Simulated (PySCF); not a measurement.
```xyz
11
charge 0, multiplicity 1
C     3.7830   -0.0372    0.3903
C     2.5964   -0.2312    0.3410
Ge    0.7080   -0.4458    0.2281
O    -0.0179    1.0250   -0.3655
Ge    0.2176    2.6521   -0.9183
H     4.8250    0.1123    0.4411
H     0.3390   -1.5027   -0.7751
H     0.1034   -0.6667    1.5866
H     1.0899    2.6233   -2.1402
H    -1.1777    3.1044   -1.2165
H     0.8590    3.4462    0.1829
```

Geometry: a distorted geometry made from a computed GFN2-xTB structure, not a minimum.

Work out the structure from the coordinates.

The molecule is C2H6Ge2O. Its SMILES string is `C#[C][GeH2][O][GeH3]`. Among its groups: alkyne. Coordination: 2 C linear; 2 Ge tetrahedral; 1 O bent.

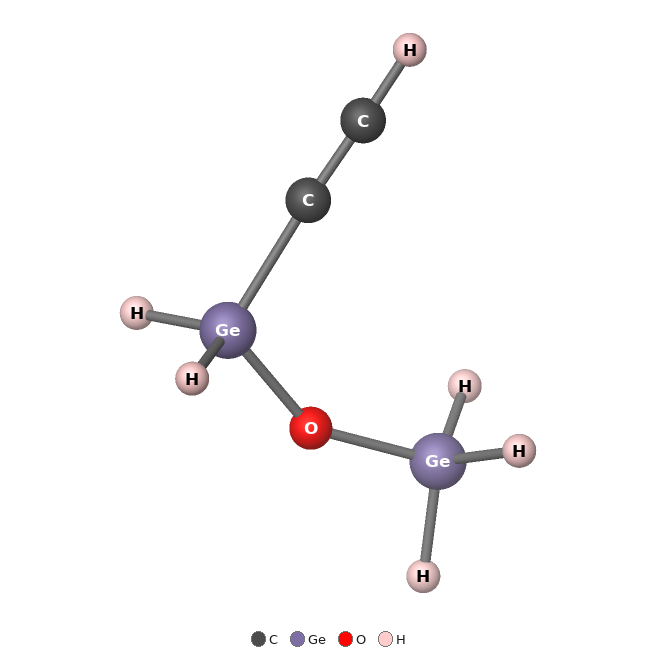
